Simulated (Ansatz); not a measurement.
Method: PBE (plane waves to 420 eV, PAW; Ansatz, a program for electronic structure).

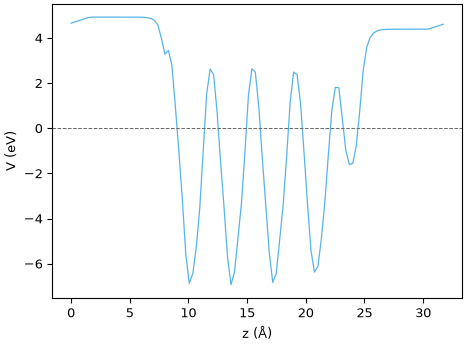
Fig. 1. Electrostatic potential energy of an electron, averaged over planes parallel to the surface, in eV from the highest filled level, for a constructed model of the (111)B surface of zinc-blende GaSb, Sb-terminated, Sb trimer, 2x2 (bottom of the slab: 3 H on 4 bottom sites)

Model: 38-atom slab, 15.9 Å thick at the start with caps and adatoms, 3x3x1 mesh, Fermi-Dirac 0.025 eV, dipole correction, 8 atoms held, the rest relaxed; held to the start's symmetry, so lower structures may exist; no spin, no spin-orbit, no U. It is one candidate, not shown to be the stable structure of the face.

The vacuum level lies 4.39 eV above the highest filled level over the top face and 4.92 eV above it under the bottom face.
